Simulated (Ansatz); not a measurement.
The structure below was relaxed with plane-wave PAW DFT at the r2SCAN level (Ansatz, a first-principles code, 500 eV), no spin-orbit coupling.

```
CELL_PARAMETERS angstrom
      5.77471     0.00000     0.00000
      0.00000     3.56275     0.00000
      0.00000     0.00000     6.27524
ATOMIC_POSITIONS crystal
  Pd 0.00328 0.25000 0.19114
  Pd 0.50328 0.25000 0.30886
  Pd 0.99672 0.75000 0.80886
  Pd 0.49672 0.75000 0.69114
  Ge 0.18557 0.25000 0.57801
  Ge 0.68557 0.25000 0.92199
  Ge 0.81443 0.75000 0.42199
  Ge 0.31443 0.75000 0.07801
```

**Question.** Find the space group and the Wyckoff positions.

**Answer.** Space group Pnma (No. 62); a = 5.775 Å, b = 3.563 Å, c = 6.275 Å, α = 90.00°, β = 90.00°, γ = 90.00°

| atom | site | symmetry | x | y | z |
|---|---|---|---|---|---|
| Pd | 4c | .m. | 0.0033 | 0.2500 | 0.1911 |
| Ge | 4c | .m. | 0.1856 | 0.2500 | 0.5780 |

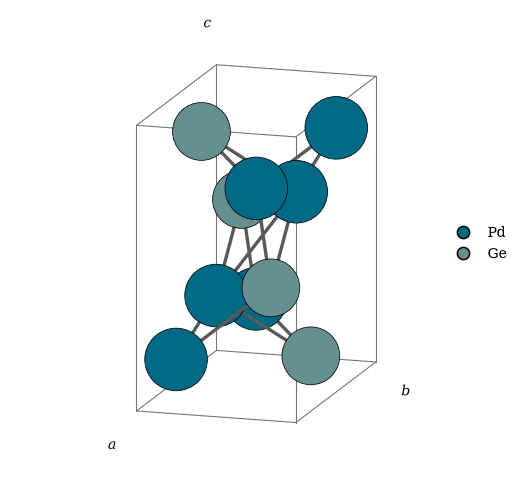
Fig. 1. The conventional cell

Stability against distortions was not tested. All final runs are without spin polarisation. The cell was made from PtGe by this change: Pt → Pd; the result is a model cell.
